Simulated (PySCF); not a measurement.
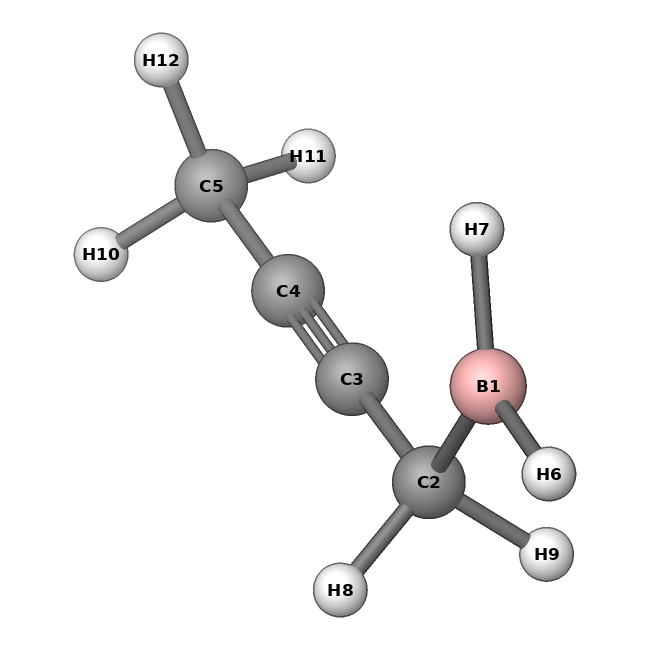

The computed structure is the end point of a PBE0-D3(BJ)/def2-SVP optimisation. No frequency run is at hand to confirm it as a minimum. Level of theory: delta-SCF UKS SCAN, pcX-1 on the ionised atom, pcseg-1 elsewhere, spin-free X2C (PySCF 2.14.0).

Give the core-electron binding energies (to vacuum) of B1 1s, C2 1s, C3 1s, C4 1s, C5 1s.

| atom | level | binding energy (eV) |
| --- | --- | --- |
| B1 | 1s | 195.7 |
| C2 | 1s | 291.1 |
| C3 | 1s | 290.0 |
| C4 | 1s | 289.9 |
| C5 | 1s | 291.4 |
